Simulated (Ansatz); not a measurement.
C$_{2}$H$_{4}$BrFO: several calculations on one system

### Relaxation

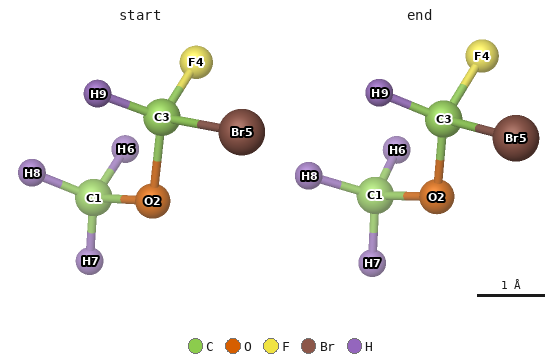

The structure of C₂H₄BrFO before (left) and after (right) a relaxation, at one scale.

The picture is a ball-and-stick view, seen from a free direction.

The run prepares an end point of a later path (torsion) calculation, from a guessed geometry.

Level of theory: RKS PBE0-D4/def2-SVP in Ansatz 0.2.0. (no spin polarisation; force threshold 0.015 eV/Å; at most 40 steps)

### Summarise the run.

The largest moves after the best rigid fit, 0.14 Å, are those of Br5 and H6. By element the largest moves are Br 0.14 Å, H 0.13 Å, F 0.13 Å, O 0.10 Å, C 0.04 Å. Some distances before and after: C3–F4 1.266 → 1.354 Å, O2–C3 1.423 → 1.348 Å, C1–H6 1.163 → 1.102 Å, C1–H8 1.050 → 1.105 Å. Bond angles that change, for instance: F4–C3–H9 113.6° → 107.6°, O2–C1–H6 106.2° → 111.3°, H7–C1–H8 113.1° → 109.0°. After 6 geometry steps the energy has fallen by 9.86 kcal/mol. Largest force component: 3.7 eV/Å at the start, 0.0095 eV/Å at the end.

### Relaxation

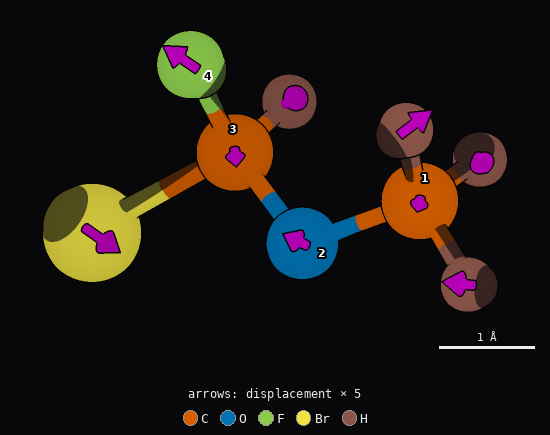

This is a relaxation of C2H4BrFO. The starting structure is drawn faded, the final one solid; purple arrows show the displacements, 5 times their true length. The two geometries are superimposed by the best rigid fit.

The picture is a ball-and-stick view, seen at a tilt.

The run prepares an end point of a later path (torsion) calculation, from a guessed geometry.

Method: Ansatz, RKS PBE0-D4/def2-SVP. (no spin polarisation; force threshold 0.015 eV/Å; at most 40 steps)

> What happened in the run?

The atom that moves furthest after the best rigid fit is an H atom (0.12 Å). Largest moves by element: H 0.12 Å, Br 0.11 Å, F 0.10 Å, O 0.07 Å, C 0.05 Å. Among the contacts that change: C–F 1.266 → 1.354 Å, C–O 1.423 → 1.347 Å, C–H 1.163 → 1.096 Å, C–H 1.050 → 1.101 Å. Among the angles between lasting bonds that change: F–C–H 113.6° → 107.6°, H–C–H 113.1° → 109.1°, Br–C–H 104.7° → 107.0°. Over 7 geometry steps the energy falls by 9.53 kcal/mol. Largest force component: 3.8 eV/Å at the start, 0.012 eV/Å at the end.

### Path

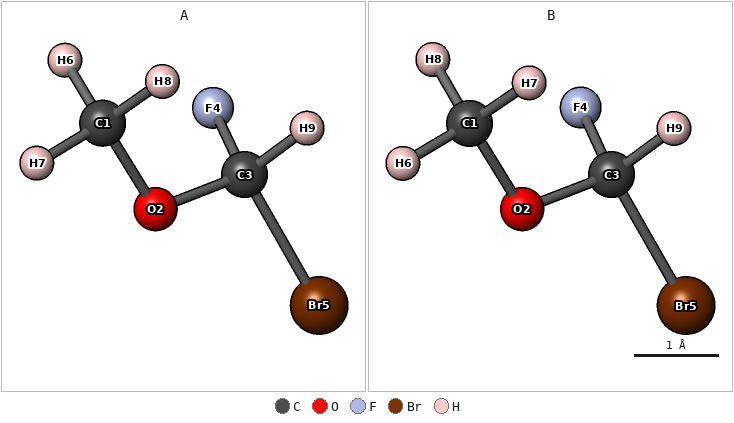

The two relaxed end points of a path for C$_{2}$H$_{4}$BrFO. Style: ball-and-stick. Shown from a free direction.

All numbers below come from RKS PBE0-D4/def2-SVP in Ansatz.

Settings: 5 movable images; climbing image; force threshold 0.03 eV/Å; iteration limit 60.

Start:
```xyz
9

C    -0.1455   -1.0489   -0.6608
O     0.6567    0.0814   -0.3820
C     0.1571    0.8881    0.5749
F    -0.9615    1.5229    0.1529
Br    1.5030    2.2112    1.0121
H    -1.1161   -0.7550   -1.0910
H     0.4057   -1.6566   -1.3880
H    -0.3194   -1.6485    0.2513
H    -0.0915    0.3590    1.5135
```

End:
```xyz
9

C    -0.2640   -0.9593   -0.7520
O     0.3032    0.3280   -0.6122
C     0.2626    0.8149    0.6435
F    -1.0042    1.1084    1.0198
Br    1.3246    2.4339    0.6974
H    -0.1013   -1.2659   -1.7919
H     0.2282   -1.6859   -0.0803
H    -1.3448   -0.9464   -0.5398
H     0.6842    0.1258    1.3984
```

Predict the minimum-energy path and its barrier.

The barrier is about 6.4 kJ/mol in both directions, with image 3 at the top; the ends have the same energy. The motion is a rotation about the C1–O2 bond by about 120°. No bond forms or breaks between the ends. Bond angles that change up to the highest image, for instance: O2–C1–H7 106.8° → 109.3°, O2–C1–H6 111.3° → 108.9°. The band is converged. At the top, the vibrational analysis gives one imaginary mode (178i cm⁻¹), as a transition state must have.

Energies of the converged images:

| image | path (Å) | E (kJ/mol) |
| --- | --- | --- |
| 0 | 0.00 | 0.0 |
| 1 | 0.48 | 1.2 |
| 2 | 0.97 | 4.4 |
| 3 | 1.45 | 6.4 |
| 4 | 1.98 | 4.3 |
| 5 | 2.50 | 1.1 |
| 6 | 3.02 | 0.0 |

The geometry at the top of the path:

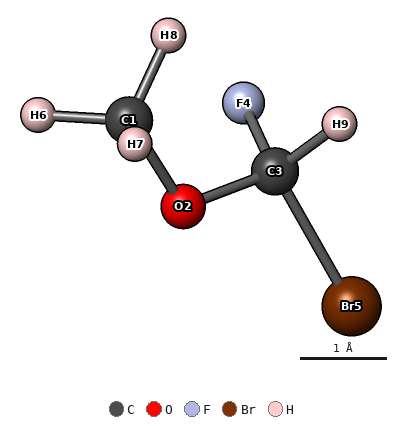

Cost: 84 s on 2 threads of AMD EPYC 9R14 (Zen 4), on a shared host, peak memory 0.28 GiB.
